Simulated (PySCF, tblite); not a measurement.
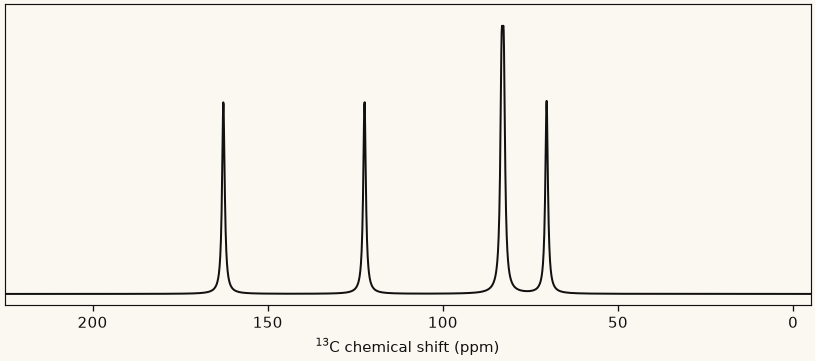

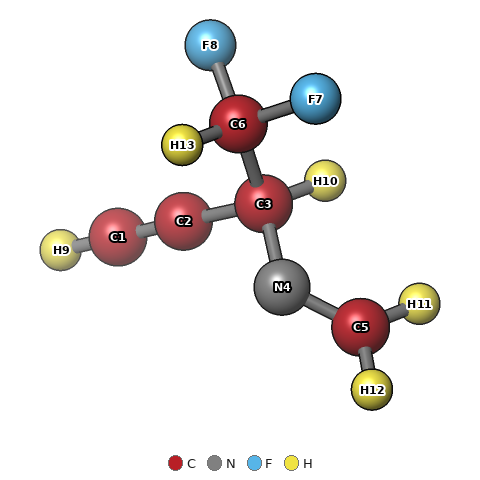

Spectrum and numbered structure of C₅H₅F₂N, SMILES C#C[C@H](N=C)C(F)F. GIAO shifts, PBE0/pcSseg-1, PySCF, at a GFN2-xTB geometry (a minimum by its frequencies), against TMS for ¹³C computed at the same level. Gas phase, fully decoupled, line heights follow the number of nuclei, widths are arbitrary (no quadrupolar broadening); values of one conformer, averaged over methyl-type rotors and exact or near symmetry; other conformers aren't averaged in.

### Assign the ¹³C signals to the numbered atoms.

| δ (ppm) | nuclei | atoms |
| --- | --- | --- |
| 162.6 | 1 | C5 |
| 122.4 | 1 | C6 |
| 83.2 | 1 | C1 |
| 82.6 | 1 | C2 |
| 70.4 | 1 | C3 |

The order of signals that lie close, as those under 2 ppm apart, is within the error of the method.

Note: the tight-binding geometry is rougher than a DFT one and adds to the error.
